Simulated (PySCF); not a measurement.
# C₅H₁₃NOSi₂ (SMILES N[SiH2][SiH2]O[C@H]1C=CCC1): what the fields show

Input

```
{"job": {"kind": "nmr", "xc": "PBE0", "basis": "pcSseg-1"}, "charge": 0, "multiplicity": 1}
N      4.561350     0.150678     0.068019
Si     3.045235    -0.489831    -0.457590
Si     1.501527     0.785345     0.638288
O      0.140224     0.172037     0.011356
C     -1.192810     0.538972     0.246712
C     -1.875068     0.899195    -1.043116
C     -2.914763     0.124963    -1.294584
C     -3.161724    -0.881564    -0.214641
C     -2.008196    -0.658782     0.779573
H      5.404470    -0.211271    -0.347233
H      4.718652     0.305815     1.050266
H      2.922212    -1.949112    -0.230206
H      3.125103    -0.350484    -1.918375
H      1.536567     2.246893     0.436116
H      1.469316     0.674220     2.114325
H     -1.213536     1.385056     0.946255
H     -1.488551     1.688429    -1.662853
H     -3.553404     0.182725    -2.159766
H     -4.133855    -0.709139     0.252868
H     -3.168691    -1.895292    -0.619997
H     -2.375223    -0.464087     1.785583
H     -1.349246    -1.525381     0.816582
```

Run with:

```sh
OMP_NUM_THREADS=1 python probes_run.py task.json out
```

Geometry: GFN2-xTB.

The calculation used PySCF 2.14.0, PBE0/pcSseg-1, SCF density, gas phase, non-relativistic.

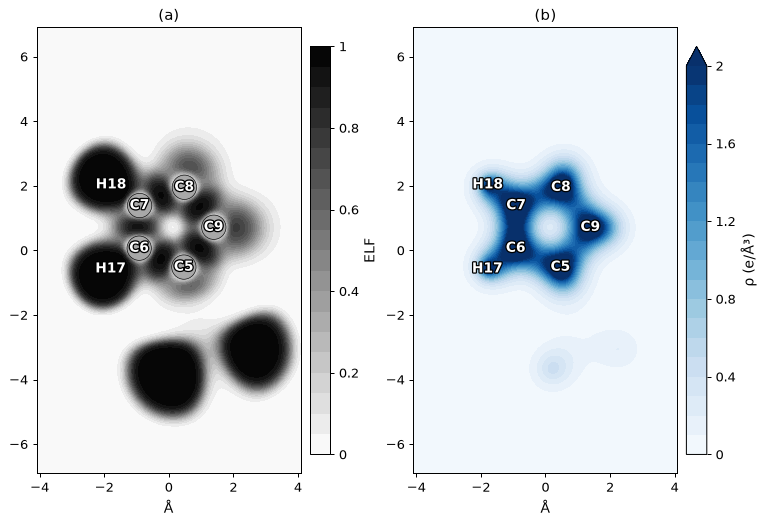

Figure 1. (a) electron localisation function; (b) total electron density on the plane of atoms C7, C6 and H17. Grey discs cover the atomic cores in the ELF map.

Read the bonding off the picture.

Answer. The section cuts through C and H sites. C–C (1.32 Å): ρ is about 2.3 e/Å³ halfway; the ELF peaks at about 0.90 between the atoms; a short, multiple covalent bond. C–C (1.50 Å): ρ is about 1.7 e/Å³ halfway; the ELF peaks at about 0.95 between the atoms; a covalent bond.

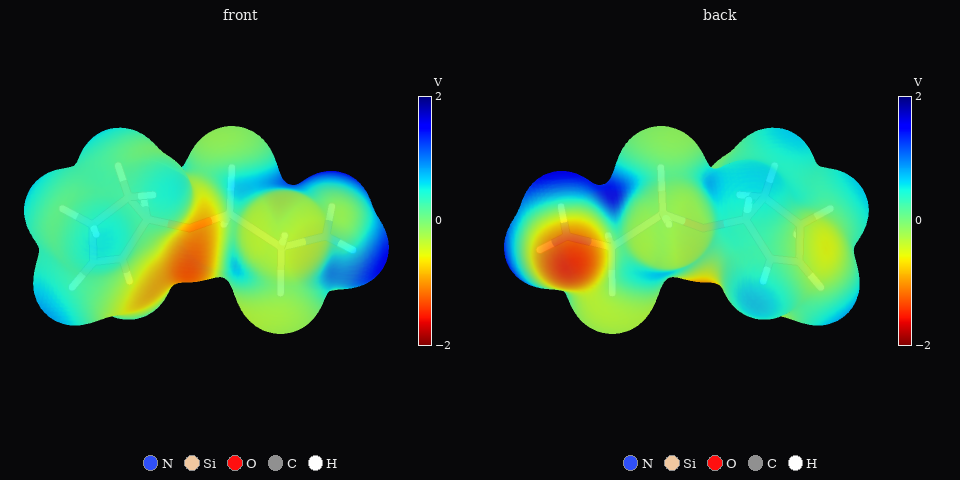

Figure 2. The electrostatic potential painted on the density surface at 0.002 e/bohr³, seen from the front and from behind; the colour scale runs from red (negative) to blue (positive).

Which sites attract a positive test charge, and which a negative one?

Answer. A positive charge is drawn to the negative regions and a negative charge to the positive ones. The most negative region (about −1.4 V) lies over N1, the most positive (about +1.5 V) over Si3, H10 and H11. N1 is the likeliest acceptor of a hydrogen bond.
